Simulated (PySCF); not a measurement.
# GeHCl3 (SMILES [Cl][GeH]([Cl])[Cl]): levels of theory compared

Wanted: a comparison of 4 runs (HF/cc-pVDZ, HF/cc-pV(D+d)Z, HF/cc-pVTZ, HF/cc-pV(T+d)Z) of GeHCl3. Input form: a Python script.

The results are computed with PySCF 2.14.0.

**1. The molecule**

The species is GeHCl3 (5 atoms), meant as a singlet with charge 0. SMILES: `[Cl][GeH]([Cl])[Cl]`. The coordinates come from a PBE0-D4/def2-TZVP relaxation.

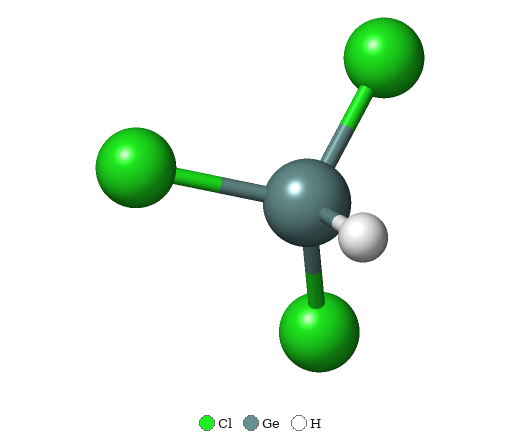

The structure, seen from a chosen angle (chlorine green, germanium teal, hydrogen white).

**2. A single-point energy at HF/cc-pVDZ (run 1)**

The input, run.py:

```python
# [Cl][GeH]([Cl])[Cl]
from pyscf import gto, scf

mol = gto.M(
    atom='''
Cl    -2.225530    -0.024188     3.213857
Ge     0.193508     0.171209     0.011716
Cl     2.112525    -3.340280    -0.350166
Cl    -2.069439     0.728678    -3.261289
H      2.083612     2.325686     0.308025
''',
    max_memory=1860,
    charge=0,
    unit='bohr',
    spin=0,
    basis='cc-pvdz',
    verbose=3,
)

mf = scf.RHF(mol)
mf.conv_tol = 1e-10
mf.kernel()
if not mf.converged:
    mf = mf.newton().run(mf.mo_coeff, mf.mo_occ)

energy = mf.e_tot
print(f'total energy: {energy:.8f} hartree')
```

Run with:

```
$ OMP_NUM_THREADS=1 python run.py
```

The log of the run:

```text
converged SCF energy = -3454.56087891677
total energy: -3454.56087892 hartree
```

Run time: 1.9 s. Hardware: 1 thread of Arm Neoverse V2, shared host; peak memory 0.15 GiB.

**3. A single-point energy at HF/cc-pV(D+d)Z (run 2)**

The input, run.py:

```python
from pyscf import gto, scf

mol = gto.Mole()
mol.atom = '''
Cl      -1.177700      -0.012800       1.700700
Ge       0.102400       0.090600       0.006200
Cl       1.117900      -1.767600      -0.185300
Cl      -1.095100       0.385600      -1.725800
H        1.102600       1.230700       0.163000
'''
mol.charge = 0
mol.max_memory = 1860
mol.basis = 'cc-pv(d+d)z'
mol.verbose = 4
mol.build()

hf = scf.RHF(mol)
hf.conv_tol = 1e-10
hf.kernel()
if not hf.converged:
    hf = hf.newton().run(hf.mo_coeff, hf.mo_occ)

energy = hf.e_tot
print('E(%s) = %.9f' % ('HF', energy))
```

Run with:

```
$ OMP_NUM_THREADS=1 python run.py
```

The log of the run:

```text
PySCF version 2.14.0

[... 59 lines left out ...]
converged SCF energy = -3454.56390422232
E(HF) = -3454.563904222
```

Wall time 2.9 s (1 thread of Arm Neoverse V2, shared host); peak memory 0.22 GiB.

Run 3 isn't shown in full; the table further down has it.

**4. A single-point energy at HF/cc-pV(T+d)Z (run 4)**

The input, input.py:

```python
# [Cl][GeH]([Cl])[Cl]
from pyscf import gto, scf

mol = gto.M(
    atom='''
Cl      -1.177700      -0.012800       1.700700
Ge       0.102400       0.090600       0.006200
Cl       1.117900      -1.767600      -0.185300
Cl      -1.095100       0.385600      -1.725800
H        1.102600       1.230700       0.163000
''',
    charge=0,
    verbose=3,
    max_memory=1860,
    spin=0,
    basis='cc-pv(t+d)z',
)

mf = scf.RHF(mol)
mf.conv_tol = 1e-10
mf.kernel()
if not mf.converged:
    mf = mf.newton().run(mf.mo_coeff, mf.mo_occ)

e_final = mf.e_tot
print('E(%s) = %.9f' % ('HF', e_final))
```

Run with:

```
$ OMP_NUM_THREADS=1 python input.py
```

The log of the run:

```text
converged SCF energy = -3454.69107592685
E(HF) = -3454.691075927
```

Wall time 16 s (1 thread of Arm Neoverse V2, shared host); peak memory 1 GiB.

**5. Overview of the runs**

```tsv
run	level	energy (Eh)	dipole moment (D)	HOMO energy (eV)	LUMO energy (eV)	wall time
1	HF/cc-pVDZ	-3454.560879	1.78	-12.74	2.62	1.9 s
2	HF/cc-pV(D+d)Z	-3454.563904	1.75	-12.73	2.62	2.9 s
3	HF/cc-pVTZ	-3454.689348	1.58	-12.75	2.62	11 s
4	HF/cc-pV(T+d)Z	-3454.691076	1.56	-12.74	2.62	16 s
```

Convergence of the total energy of singlet GeHCl3 with the basis set, against the last point:

```tsv
basis set	from the last (mEh)	wall time
cc-pVDZ	+130.197	1.9 s
cc-pV(D+d)Z	+127.172	2.9 s
cc-pVTZ	+1.728	11 s
cc-pV(T+d)Z	+0.000	16 s
```

Convergence of the dipole moment of singlet GeHCl3 with the basis set, against the last point:

```tsv
basis set	from the last (D)	wall time
cc-pVDZ	+0.2202	1.9 s
cc-pV(D+d)Z	+0.1898	2.9 s
cc-pVTZ	+0.0210	11 s
cc-pV(T+d)Z	+0.0000	16 s
```

**6. Summary of results**

| quantity | value |
| --- | --- |
| run 4: total energy | -3454.69108 Eh |
| run 4: dipole moment | 1.56 D |
| run 4: HOMO energy | -12.74 eV |
| run 4: LUMO energy | 2.62 eV |
| run 4: HOMO–LUMO gap | 15.36 eV |

What this shows: The dipole moment (its size) runs from 1.56 D (HF/cc-pV(T+d)Z) to 1.78 D (HF/cc-pVDZ). The HOMO–LUMO gap runs from 15.35 eV (HF/cc-pV(D+d)Z) to 15.37 eV (HF/cc-pVTZ). All runs together took 31 s, the longest 16 s.
